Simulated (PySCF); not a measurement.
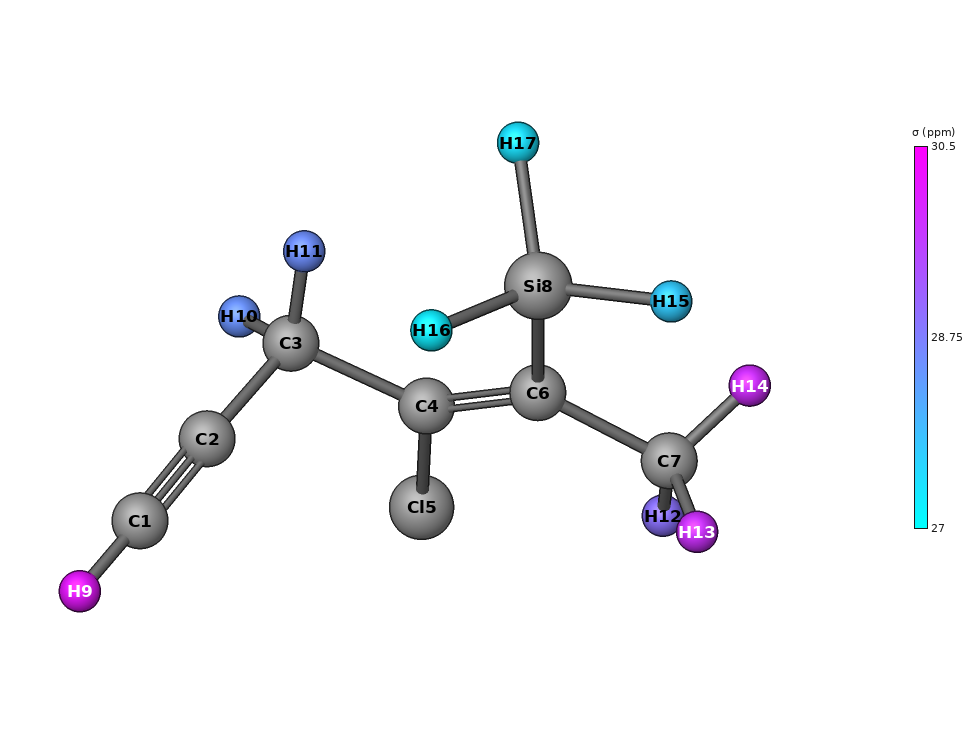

Atoms are coloured by their isotropic NMR shieldings (H only, the others grey). The computed structure is the end point of a GFN2-xTB optimisation. No frequency run is at hand to confirm it as a minimum. Method: GIAO PBE0/pcSseg-1 NMR shielding, non-relativistic, gas phase (PySCF 2.14.0).

> Which H atom is the most shielded (lowest chemical shift)?

H9 (30.17 ppm).

> Which H atom is the least shielded (highest chemical shift)?

H16 (27.24 ppm).

> How wide is the range of H shifts?

2.93 ppm.

Give the isotropic NMR shieldings of the H atoms atom by atom.

```json
{"atom": "H9", "σ (ppm)": "30.17"}
{"atom": "H10", "σ (ppm)": "28.46"}
{"atom": "H11", "σ (ppm)": "28.52"}
{"atom": "H12", "σ (ppm)": "28.92"}
{"atom": "H13", "σ (ppm)": "29.82"}
{"atom": "H14", "σ (ppm)": "29.86"}
{"atom": "H15", "σ (ppm)": "27.70"}
{"atom": "H16", "σ (ppm)": "27.24"}
{"atom": "H17", "σ (ppm)": "27.39"}
```

The geometry is semi-empirical. Around Si such bond lengths and angles can be off by a tenth of an ångström or more and by several degrees, and values that hang on the shape move with them.
